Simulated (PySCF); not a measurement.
# C5H5ClO2Si (SMILES O=C(Cl)c1cc([SiH3])co1): what the fields show

Input

```
{"job": {"kind": "uv", "xc": "CAM-B3LYP", "basis": "def2-SVPD", "nstates": 8, "ntriplets": 3}, "charge": 0, "multiplicity": 1}
O      3.239017     1.021773     1.189145
C      2.834229     0.167056     0.463249
Cl     3.958926    -0.966851    -0.302876
C      1.465223    -0.090801     0.098042
C      0.324948     0.576988     0.496703
C     -0.765755    -0.056235    -0.135869
Si    -2.583792     0.392454     0.007998
C     -0.193301    -1.064429    -0.872490
O      1.129154    -1.096299    -0.742738
H      0.293139     1.415696     1.161266
H     -3.335222    -0.546953    -0.823382
H     -2.753365     1.767058    -0.463552
H     -2.972156     0.280498     1.414215
H     -0.641724    -1.800429    -1.511877
```

Launched as:

```sh
OMP_NUM_THREADS=1 python probes_run.py task.json out
```

Geometry: GFN2-xTB.

Method: PySCF, CAM-B3LYP/def2-SVPD, SCF density, gas phase.

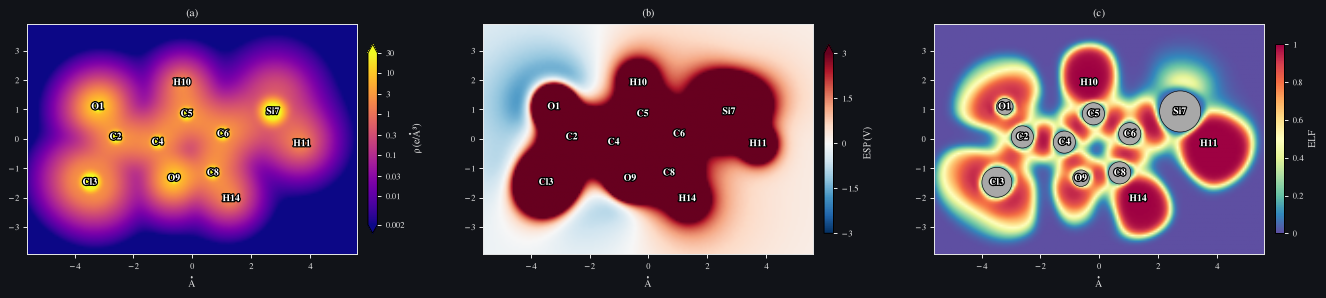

Figure 1. (a) total electron density; (b) molecular electrostatic potential; (c) electron localisation function on the plane of atoms C6, C8 and O9. Grey discs cover the atomic cores in the ELF map.

Q: What does the map show?

A: The plane passes through O, C, Cl, Si and H nuclei. C–O (1.19 Å): the density is about 3.5 e/Å³ at the midpoint; the ELF peaks at about 0.85 between the atoms (a multiple bond). C–C (1.37 Å): ρ at the midpoint is about 2.2 e/Å³; the ELF peaks at about 0.95 between the atoms (a covalent bond). C–Cl (1.77 Å): ρ is about 1.4 e/Å³ halfway; the ELF peaks at about 0.90 between the atoms (localised, covalent bonding). C–Si (1.88 Å): ρ at the midpoint is about 0.94 e/Å³; the ELF peaks at about 1 between the atoms; a shared electron pair. C–H (1.07 Å): ρ at the midpoint is about 2.1 e/Å³; the ELF climbs to about 1 towards the hydrogen, as it does in any bond to H: a covalent bond by its length. The ELF also peaks beside Cl3, O9 and O1, away from the bonds: lone-pair regions. Outside the dense part of the molecule the potential is most negative (−1.7 V) near O1.

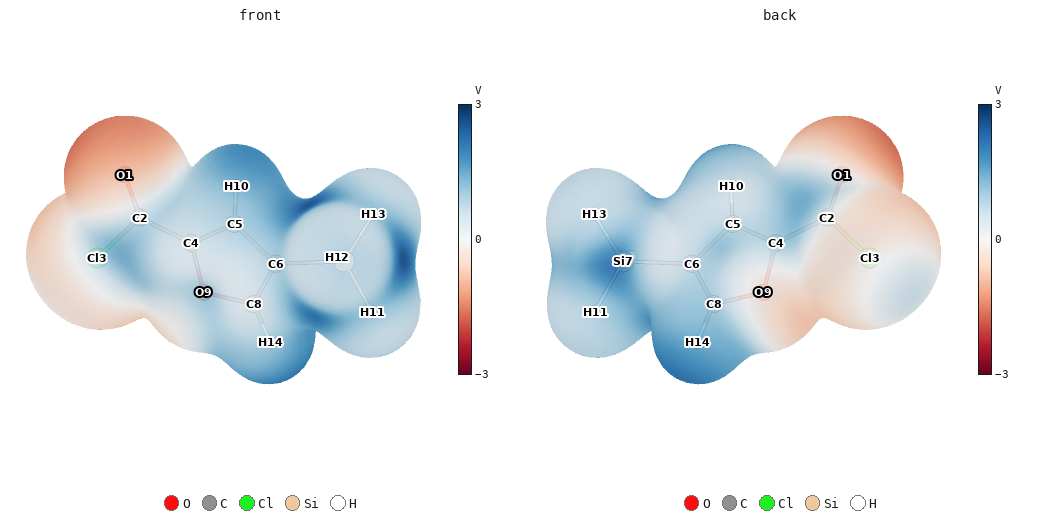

Figure 2. The electrostatic potential painted on the density surface at 0.004 e/bohr³, seen from the front and from behind; red is negative and blue positive.

Q: Which sites attract a positive test charge, and which a negative one?

A: A positive charge is drawn to the negative regions and a negative charge to the positive ones. The most negative region (about −1.6 V) lies over O1, the most positive (about +2.5 V) over Si7. Cl3 shows a σ-hole: about +0.7 V at the tip opposite its bond, against about −0.6 V on its flanks. O1 is the likeliest acceptor of a hydrogen bond.

Q: What dipole moment does the calculation give?

A: Its dipole moment is 4.38 D.
